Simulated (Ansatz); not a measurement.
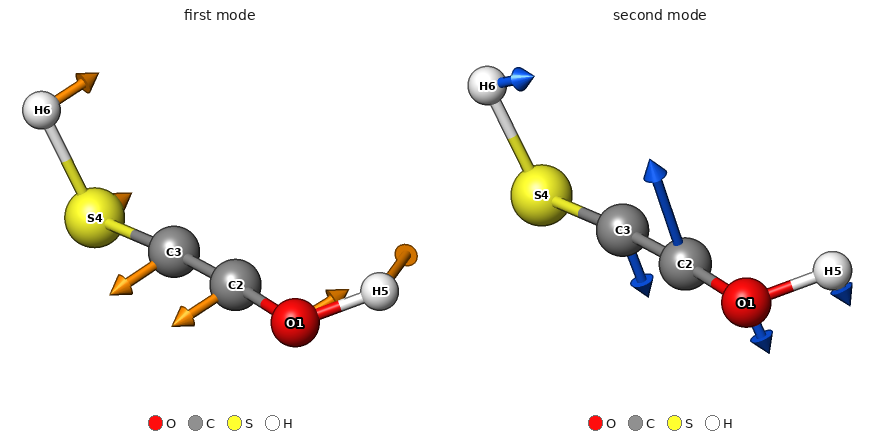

The system is C2H2OS, SMILES OC#CS; the picture shows the reference structure; its two panels give the patterns of the first and the second mode as arrows. 
- Coordinates scanned: (1) normal mode 2 (220 cm⁻¹); (2) normal mode 5 (502 cm⁻¹).
- Nothing is relaxed (straight displacements along the two mass-weighted modes).
- The grid has 15 × 15 points.
- Energies are in kJ/mol, from the relaxed molecule at the same level.
- All numbers below come from RKS PBE0-D4/def2-SVP in Ansatz 0.2.0.

Its coordinates:

```yaml
atoms:
  - { symbol: O, position_ang: [1.9884, 0.2872, 0.3362] }
  - { symbol: C, position_ang: [0.7311, -0.0037, 0.1849] }
  - { symbol: C, position_ang: [-0.4547, -0.2568, 0.1120] }
  - { symbol: S, position_ang: [-2.0587, -0.7679, 0.0127] }
  - { symbol: H, position_ang: [2.4336, 0.2919, -0.5228] }
  - { symbol: H, position_ang: [-2.6397, 0.4494, -0.1230] }
```

Range: normal mode 2 (220 cm⁻¹) from −1.567 to 1.567 amu½·Å; normal mode 5 (502 cm⁻¹) from −1.138 to 1.138 amu½·Å.

What will the energy surface look like?

Answer. The lowest grid point is at normal mode 2 (220 cm⁻¹) = 0.000 amu½·Å, normal mode 5 (502 cm⁻¹) = 0.000 amu½·Å, 0 kJ/mol from the relaxed molecule at the same level. No other kind of well shows on this grid. The highest grid point, normal mode 2 (220 cm⁻¹) = 1.567 amu½·Å, normal mode 5 (502 cm⁻¹) = −1.138 amu½·Å, lies 111 kJ/mol above the lowest.

```
normal mode 5 (502 cm⁻¹) ↓, normal mode 2 (220 cm⁻¹) →  −1.567  −1.343  −1.119  −0.895  −0.671  −0.448  −0.224  0.000  0.224  0.448  0.671  0.895  1.119  1.343  1.567
                                                 1.138     107      93      82      75      71      68      67     67     68     70     73     78     86     96    110
                                                 0.975      87      73      63      56      51      49      47     47     48     50     53     58     66     76     90
                                                 0.813      72      58      48      41      36      33      32     32     33     34     37     42     50     60     74
                                                 0.650      60      46      36      29      24      21      20     20     20     22     25     30     37     48     62
                                                 0.488      51      37      27      20      15      13      11     11     12     13     16     21     28     39     53
                                                 0.325      45      31      21      14       9       7       5      5      5      7     10     14     22     32     46
                                                 0.163      42      28      17      10       6       3       2      1      2      3      6     11     18     28     43
                                                 0.000      41      27      16       9       5       2       0      0      0      2      5     10     17     27     42
                                                −0.163      42      28      18      10       6       3       2      1      2      3      6     11     18     29     43
                                                −0.325      46      31      21      14       9       6       5      5      5      7     10     15     22     33     47
                                                −0.488      52      37      27      20      15      12      11     10     11     13     16     21     28     39     54
                                                −0.650      60      46      36      28      24      21      19     19     20     21     25     30     38     49     63
                                                −0.813      72      58      47      40      35      32      31     30     31     33     36     42     50     61     76
                                                −0.975      87      73      62      55      50      47      45     45     46     48     51     57     65     76     91
                                                −1.138     106      92      81      73      68      65      64     63     64     66     70     76     84     96    111
```

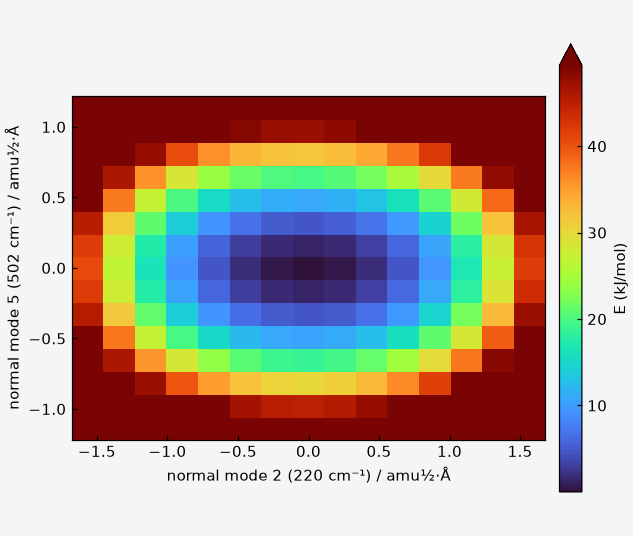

Drawn: one coloured cell a grid point, one colour for all values above the top of the scale.

Each point was launched as `ansatz run input.yaml --threads 1 --pin off --max-ram 2560MiB --backend cpu --events-out ev --progress --plain --runs-dir out`. Time for the 225 points that were run: 14 min on 1 thread of Arm Neoverse V1 (shared host).
